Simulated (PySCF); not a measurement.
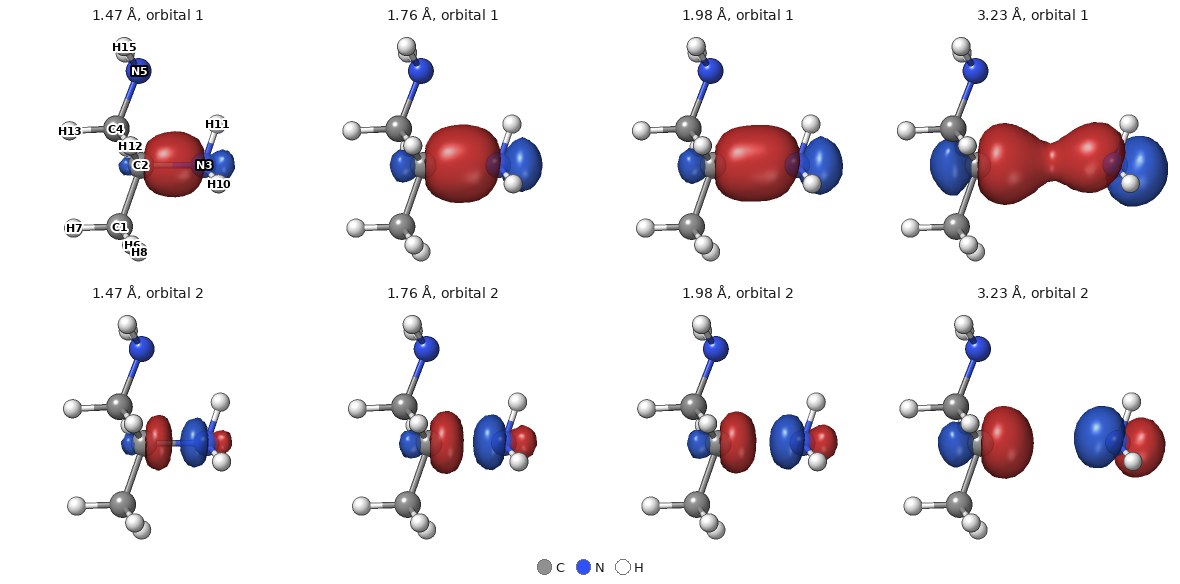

Figure. C3H10N2, SMILES `CC(N)CN`. Rigid stretch of the C2–N3 bond. The two CASSCF(2,2) natural orbitals nearest half filling (orbital 1 the more occupied).

Computed with PySCF, 6-31G* basis, geometry: GFN2-xTB. No frequency check shows the geometry to be a minimum.

Input

```python
import numpy as np
from pyscf import gto, scf, mcscf

mol = gto.M(atom='''
C      1.77808     0.66933     0.00271
C      0.47232    -0.03972     0.34579
N      0.54423    -1.42539    -0.08569
C     -0.73225     0.70763    -0.25849
N     -1.95743    -0.01136     0.06115
H      1.90052     0.73255    -1.07672
H      1.78970     1.67530     0.41410
H      2.61273     0.10836     0.41276
H      0.35038    -0.05961     1.43713
H      0.71220    -1.45878    -1.08725
H     -0.35630    -1.86479     0.07904
H     -0.63593     0.72375    -1.34914
H     -0.72889     1.75117     0.09869
H     -2.10275    -0.01793     1.06621
H     -2.75821     0.44373    -0.36306
''', basis='6-31g*', charge=0, spin=0, verbose=4)
# stretch the bond between atoms 2 and 3, from long to short, fragments rigid
a, b, move = 1, 2, [2, 9, 10]
xyz = mol.atom_coords(unit='Angstrom')
u = xyz[b] - xyz[a]
r0 = np.linalg.norm(u)
rows, last, dm_u = [], None, None
for r in [4.12, 3.23, 2.65, 2.28, 1.98, 1.76, 1.62, 1.47, 1.35]:
    new = xyz.copy()
    new[move] += u / r0 * (r - r0)
    m = mol.set_geom_(new, unit='Angstrom', inplace=False)
    rhf = scf.RHF(m).density_fit(auxbasis='def2-universal-jkfit').run()
    uhf = scf.UHF(m).density_fit(auxbasis='def2-universal-jkfit').newton()
    if dm_u is None:
        c = rhf.mo_coeff
        h = m.nelectron // 2 - 1
        ca, cb = c.copy(), c.copy()
        ca[:, h], cb[:, h] = (c[:, h] + c[:, h + 1]) / 2**.5, (c[:, h] - c[:, h + 1]) / 2**.5
        dm_u = np.array([x[:, :h + 1] @ x[:, :h + 1].T for x in (ca, cb)])
    uhf.kernel(dm0=dm_u)
    for _ in range(3):
        c, _, stable, _ = uhf.stability(return_status=True)
        if stable:
            break
        uhf.kernel(c, uhf.mo_occ)
    dm_u = uhf.make_rdm1()
    mc = mcscf.CASSCF(rhf, 2, 2)
    mc.natorb = True
    mc.fix_spin_(ss=0)
    guess = mcscf.addons.make_natural_orbitals(uhf)[1] if last is None else mcscf.project_init_guess(mc, last.mo_coeff, last.mol)
    mc.kernel(guess)
    last = mc
    act = slice(mc.ncore, mc.ncore + mc.ncas)
    print('r %.3f  RHF %.6f  UHF %.6f  <S^2> %.3f  CASSCF %.6f  occupations' % (r, rhf.e_tot, uhf.e_tot, uhf.spin_square()[0], mc.e_tot), mc.mo_occ[act].round(4))
    rows.append((new, rhf.e_tot, uhf.e_tot, uhf.spin_square()[0], mc.e_tot, mc.mo_occ[act], mc.mo_coeff[:, act], dm_u[0] - dm_u[1], rhf.converged and uhf.converged and mc.converged))
    np.savez('result.npz', **{k: [row[i] for row in rows] for i, k in enumerate('xyz rhf uhf s2 cas occ c spin ok'.split())})
```

Command:

```sh
OMP_NUM_THREADS=1 python input.py
```

The run took 120 s on 1 thread of AMD EPYC 9R45 96-Core Processor (Zen 5), with other jobs on the host, peak memory 0.47 GiB.

Question: How do the occupations change along the stretch?

Answer: 1.47 Å: 1.98 and 0.02; 1.76 Å: 1.95 and 0.05; 1.98 Å: 1.90 and 0.10; 3.23 Å: 1.22 and 0.78. At the longest distance computed (4.12 Å) they are 1.05 and 0.95, and the effective number of unpaired electrons is 2.0.

Question: Where does the UHF solution part from RHF?

Answer: Between 1.76 Å (⟨S²⟩ = 0, the two coincide) and 1.98 Å (⟨S²⟩ = 0.17); at 4.12 Å ⟨S²⟩ is 1.02 and UHF lies 5.7 eV below RHF.

Question: How much energy does the stretch cost?

Answer: By CASSCF, 3.6 eV from the lowest point of the scan (1.47 Å) to 4.12 Å; RHF gives 8.7 eV from its own lowest point. The fragments aren't relaxed and dynamic correlation is missing, so this isn't a bond dissociation energy.
